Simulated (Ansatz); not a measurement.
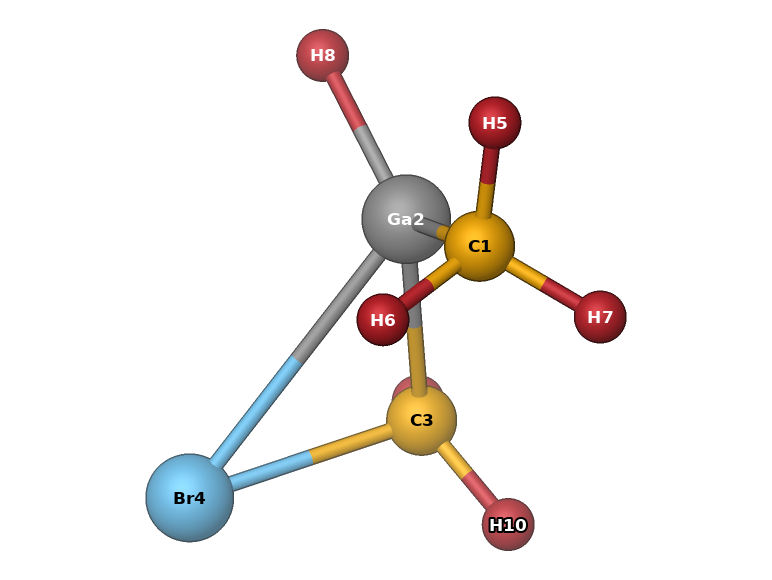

Ga2 lies behind C1. The molecule seen a little off the C1–Ga2 bond, C1 in front. Distant atoms are faded towards the background colour. The geometry was computed by an optimisation with PBE-D4/def2-SVP. No frequency run is at hand to confirm it as a minimum.

**What is the torsion angle H5–C1–Ga2–Br4? The sign is positive where the front bond must turn clockwise to cover the back bond.**

−146°, anticlinal.
